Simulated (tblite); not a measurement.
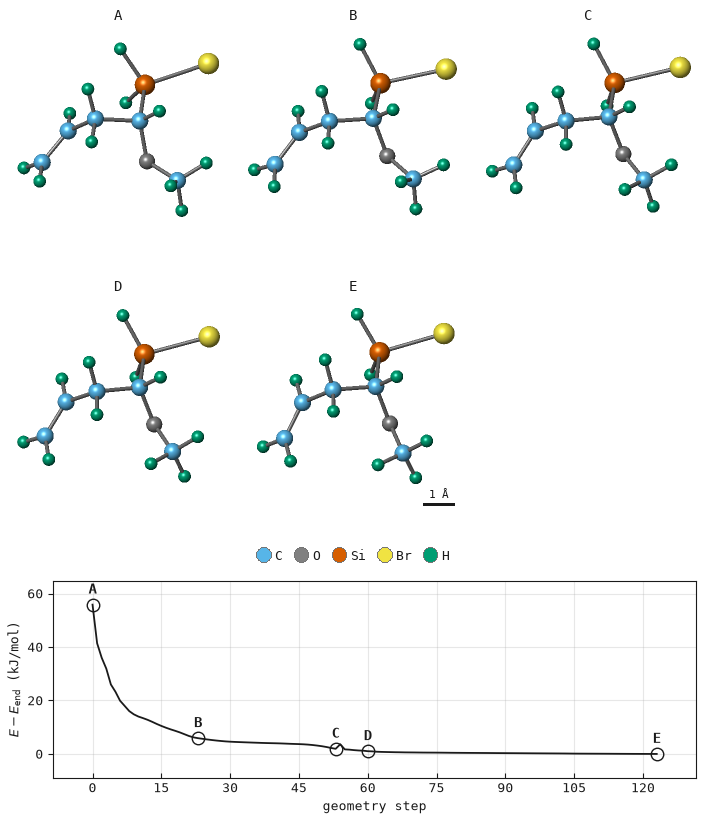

Frames of a relaxation of C$_{5}$H$_{11}$BrOSi, marked on the history of the run. A ball-and-stick model, seen at a tilt.

Level of theory: tblite, GFN2-xTB geometry optimisation, gas phase. 

What happens along the run?

Answer. An H atom moves most after the best rigid fit: 1.08 Å. By element the largest moves are H 1.08 Å, O 0.47 Å, C 0.32 Å, Si 0.21 Å, Br 0.05 Å. Among the contacts that change: C–Si 1.857 → 1.902 Å, C–H 1.124 → 1.097 Å, C–C 1.346 → 1.319 Å, C–H 1.113 → 1.088 Å. Bond angles that change, for instance: O–C–Si 113.2° → 99.4°, C–C–Si 106.2° → 115.0°, H–Si–H 106.7° → 114.9°. Groups turn about C–O by about 40°. The energy falls by 55.8 kJ/mol in 123 geometry steps. The run took 2 s on 1 thread of Arm Neoverse N1, with other jobs on the host. From step 0 to 23: an H atom moves most (0.38 Å), energy −50.0 kJ/mol. From step 23 to 53: an H atom moves most (0.48 Å), energy −3.98 kJ/mol. From step 53 to 60: an H atom moves most (0.20 Å), energy −0.89 kJ/mol. From step 60 to 123: an H atom moves most (0.30 Å), energy −1.03 kJ/mol.

| step | E − E(0), kJ/mol |
| --- | --- |
| 0 | 0.00 |
| 1 | -14.45 |
| 2 | -19.87 |
| 3 | -23.94 |
| 4 | -29.86 |
| 5 | -32.59 |
| 6 | -35.93 |
| 7 | -37.87 |
| 8 | -39.81 |
| 9 | -41.03 |
| 10 | -41.86 |
| 16 | -46.03 |
| 22 | -49.64 |
| 28 | -51.00 |
| 34 | -51.54 |
| 40 | -51.86 |
| 46 | -52.24 |
| 52 | -53.61 |
| 58 | -54.55 |
| 64 | -55.12 |
| 69 | -55.27 |
| 75 | -55.35 |
| 81 | -55.44 |
| 87 | -55.51 |
| 93 | -55.57 |
| 99 | -55.64 |
| 105 | -55.72 |
| 111 | -55.76 |
| 117 | -55.82 |
| 123 | -55.85 |
